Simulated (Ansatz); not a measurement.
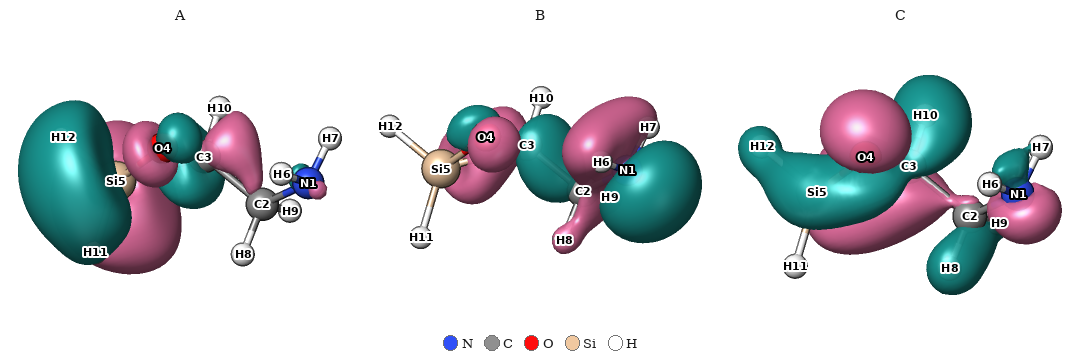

C$_{2}$H$_{7}$NOSi. Three frontier orbitals at ±0.1 Å⁻³ᐟ² (teal and pink are the two phases), in no order.

Theory: RKS PBE0-D4/def2-SVP in Ansatz 0.2.0.

Input file:

```
crystal:
  periodic: [false, false, false]
  atoms:
    - { symbol: "N", position_ang: [-1.2916, -0.7603, 1.3942] }
    - { symbol: C, position_ang: [-0.0981, -0.8462, 0.6354] }
    - { symbol: C, position_ang: [0.2256, 0.492, 0.0756] }
    - { symbol: O, position_ang: [-0.4107, 0.9226, -1.0545] }
    - { symbol: Si, position_ang: [1.0715, 0.6249, -1.5687] }
    - { symbol: H, position_ang: [-2.047, -0.3322, 0.7402] }
    - { symbol: H, position_ang: [-1.2074, 0.0011, 2.1044] }
    - { symbol: H, position_ang: [-0.1904, -1.588, -0.1468] }
    - { symbol: H, position_ang: [0.699, -1.1796, 1.3506] }
    - { symbol: H, position_ang: [0.5368, 1.2219, 0.8597] }
    - { symbol: H, position_ang: [1.0745, -0.5401, -2.4377] }
    - { symbol: H, position_ang: [1.7148, 1.9286, -1.9185] }
basis:
  gaussian: { orbitals: def2-SVP }
hamiltonian:
  xc: pbe0
  dispersion: d4
relax:
  f_tol: 0.02
  max_steps: 50
output:
  orbitals: {}
```

Run with:

```sh
ansatz run input.yaml --threads 2 --pin off --max-ram 3072MiB --backend cpu --events-out ev --progress --plain --runs-dir out
```

The fields are those of the relaxed geometry.

> Order the three orbitals by energy and name them.

C is the HOMO−1 (−7.58 eV). It lies mainly on O4 (about 30 %), C3 (about 25 %) and Si5 (about 20 %). B is the HOMO (−6.55 eV). Its weight (Hirshfeld) is mainly on N1 (about 60 %), C3 (about 10 %), C2 (about 10 %) and Si5 (about 5 %). A is the LUMO (−0.25 eV). It lies mainly on Si5 (about 60 %), C3 (about 10 %) and O4 (about 10 %).

> What is the HOMO–LUMO gap?

6.30 eV between the orbital energies.
